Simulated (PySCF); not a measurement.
**SnNH4F (SMILES [NH2][SnH2][F]): HF/def2-TZVP (core potential)**

What is the vertical singlet–triplet gap of SnNH4F at HF/def2-TZVP (core potential)? Input form: a Python script.

The results are computed with PySCF 2.14.0.

## Step 1: The system as given

SnNH4F: 7 atoms, total charge 0, spin state singlet. SMILES: `[NH2][SnH2][F]`. The shape is that of a PBE0-D4/def2-TZVP optimisation. This is one conformer, not always the lowest.

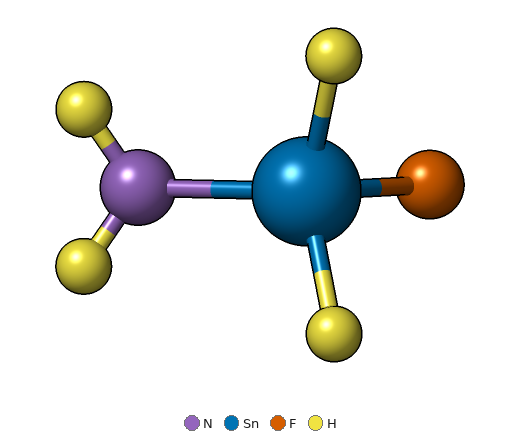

The structure, seen from a chosen angle (nitrogen purple, tin blue, fluorine orange, hydrogen yellow).

## Step 2: The energy at HF/def2-TZVP (core potential)

calc.py

```python
from pyscf import gto, scf

mol = gto.M(
    atom='''
N     -0.824600     0.088300    -0.943000
Sn     0.497700    -0.065100     0.542900
F      0.233900    -1.827500     1.272400
H     -1.584200     0.741400    -0.829600
H     -0.469500     0.125500    -1.885700
H      0.113100     0.971100     1.833800
H      2.094900    -0.101800    -0.036600
''',
    verbose=3,
    ecp={'Sn': 'def2-svp'},
    charge=0,
    max_memory=1860,
    basis='def2-tzvp',
)

calc0 = scf.RHF(mol)
calc0.conv_tol = 1e-10
calc0.kernel()
if not calc0.converged:
    calc0 = calc0.newton().run(calc0.mo_coeff, calc0.mo_occ)

etot = calc0.e_tot
print('Final energy', etot)
```

Launch:

```
$ OMP_NUM_THREADS=1 python calc.py
```

The program printed:

```text
converged SCF energy = -369.660252489589
Final energy -369.6602524895891
```

Wall time 6.3 s (1 thread of Arm Neoverse V1, shared host); peak memory 0.43 GiB.

## Step 3: The triplet at the same level

run.py

```python
from pyscf import gto, scf

system = gto.M(
    atom=[
    ('N', (-0.824600, 0.088300, -0.943000)),
    ('Sn', (0.497700, -0.065100, 0.542900)),
    ('F', (0.233900, -1.827500, 1.272400)),
    ('H', (-1.584200, 0.741400, -0.829600)),
    ('H', (-0.469500, 0.125500, -1.885700)),
    ('H', (0.113100, 0.971100, 1.833800)),
    ('H', (2.094900, -0.101800, -0.036600)),
],
    ecp={'Sn': 'def2-svp'},
    basis='def2-tzvp',
    max_memory=1860,
    spin=2,
    verbose=4,
)

mf = scf.UHF(system)
mf.conv_tol = 1e-10
mf.kernel()
if not mf.converged:
    mf = mf.newton().run(mf.mo_coeff, mf.mo_occ)

e_tot = mf.e_tot
print('E(%s) = %.9f' % ('HF', e_tot))
```

Launch:

```
$ OMP_NUM_THREADS=1 python run.py
```

The program printed:

```text
PySCF version 2.14.0

[INPUT] num. atoms = 7
[INPUT] num. electrons = 42
[INPUT] charge = 0
[INPUT] spin (= nelec alpha-beta = 2S) = 2
[INPUT] symmetry False subgroup None
[INPUT] Mole.unit = angstrom
[INPUT] Symbol           X                Y                Z      unit          X                Y                Z       unit  Magmom
[INPUT]  1 N     -0.824600000000   0.088300000000  -0.943000000000 AA   -1.558268162316   0.166862816799  -1.782011735465 Bohr   0.0
[INPUT]  2 Sn     0.497700000000  -0.065100000000   0.542900000000 AA    0.940516692196  -0.123021170709   1.025932313026 Bohr   0.0
[INPUT]  3 F      0.233900000000  -1.827500000000   1.272400000000 AA    0.442006940536  -3.453474492643   2.404487520897 Bohr   0.0
[INPUT]  4 H     -1.584200000000   0.741400000000  -0.829600000000 AA   -2.993704126536   1.401042948753  -1.567716792939 Bohr   0.0
[INPUT]  5 H     -0.469500000000   0.125500000000  -1.885700000000 AA   -0.887226415483   0.237160628633  -3.563456553092 Bohr   0.0
[INPUT]  6 H      0.113100000000   0.971100000000   1.833800000000 AA    0.213728024688   1.835113039565   3.465379767227 Bohr   0.0
[INPUT]  7 H      2.094900000000  -0.101800000000  -0.036600000000 AA    3.958787258351  -0.192374119481  -0.069163976159 Bohr   0.0

[... 27 lines left out ...]
WARN: HOMO -0.410611124557306 >= LUMO -0.624367545051516
[... 5 lines left out ...]
WARN: HOMO -0.00275958647672425 >= LUMO -0.13167458348904
[... 90 lines left out ...]
converged SCF energy = -369.479291880672  <S^2> = 2.0105156  2S+1 = 3.0070022
E(HF) = -369.479291881
```

It took 14 s on 1 thread of Arm Neoverse V1, shared host; peak memory 0.43 GiB.

## Step 4: Summary of results

Level: HF/def2-TZVP (core potential).

| quantity | value |
| --- | --- |
| singlet: total energy | -369.66025 Eh |
| singlet: dipole moment | 4.09 D |
| singlet: HOMO energy | -11.22 eV |
| singlet: LUMO energy | 2.20 eV |
| singlet: HOMO–LUMO gap | 13.43 eV |
| triplet: total energy | -369.47929 Eh |
| triplet: dipole moment | 3.50 D |
| triplet: HOMO energy (highest over α and β) | -4.04 eV |
| triplet: LUMO energy (lowest over α and β) | -0.62 eV |
| triplet: ⟨S²⟩ | 2.011 |
| vertical energy of the triplet above the singlet | 4.924 eV |

**Reading.** At this shape the triplet lies 4.92 eV (475 kJ/mol) above the singlet.
